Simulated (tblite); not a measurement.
Potential energy surface of H2Cl, doublet: collinear Cl-H-H surface. Scanned: Cl-H distance and H-H distance.

Cartesian coordinates as functions of the variables (Å; names that start with a are angles):
```
Cl  0  0  -r1
H  0  0  0
H  0  0  r2
```

Method: GFN2-xTB, 300 K electronic temperature in tblite 0.5.0.

Energy in kJ/mol above the lowest grid point; x is the Cl-H distance (Å), y the H-H distance (Å).

```csv
y \ x,1.09,1.21,1.31,1.42,1.54,1.67,1.81,1.98,2.19,2.47,2.83,3.31,3.71
2.15,135.1,79.5,73.0,86.6,114.4,151.8,194.6,244.6,297.4,347.2,380.6,395.6,—
1.91,133.3,75.5,66.9,77.7,102.1,135.4,173.4,217.3,262.7,304.4,331.7,344.6,—
1.63,131.7,69.0,55.6,60.7,78.2,103.9,133.7,168.4,204.1,236.8,258.8,269.9,273.1
1.42,134.5,65.1,45.7,43.8,53.8,71.5,93.6,120.4,148.9,175.7,194.3,204.3,207.3
1.27,142.8,66.1,40.5,31.9,34.9,45.8,61.6,82.4,105.7,128.5,144.9,154.0,—
1.14,158.7,73.1,40.4,24.3,20.0,24.2,34.1,49.6,68.3,87.5,101.7,109.8,112.3
1.05,177.5,83.8,44.9,22.7,12.7,11.7,17.3,28.8,44.3,60.8,73.3,80.4,—
0.96,205.6,102.1,55.8,26.7,10.2,3.6,4.6,12.0,24.0,37.7,48.2,54.2,—
0.89,236.3,123.8,71.1,36.0,14.0,2.7,0.0,4.0,13.2,24.4,33.2,38.3,—
0.82,276.2,154.0,94.7,53.3,25.5,9.2,2.5,3.1,9.5,18.1,25.0,29.0,30.2
0.76,318.8,187.9,122.8,76.0,43.3,22.5,12.2,9.8,13.6,19.8,25.1,28.0,28.9
0.70,375.0,233.5,161.5,109.0,71.2,46.0,32.0,26.6,27.7,31.5,35.0,37.0,37.6
0.63,467.8,310.8,229.0,168.2,123.9,93.4,75.1,66.1,64.1,65.1,66.7,67.7,68.1
```

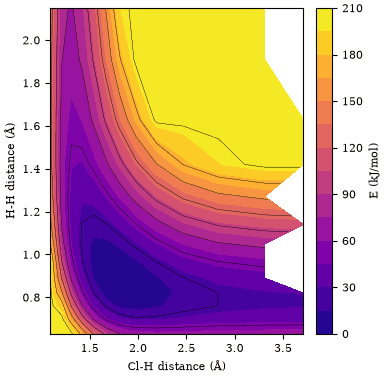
Figure: Energy surface, cut off at 204 kJ/mol.

Points that lie below all their neighbours on the grid (none is named beside a point without a result): x = 1.81, y = 0.89 (0.0 kJ/mol).

Dashes: no converged value, or the column stops at the first point that the program doubted or that broke a chosen test of continuity, which isn't proof of a fault.
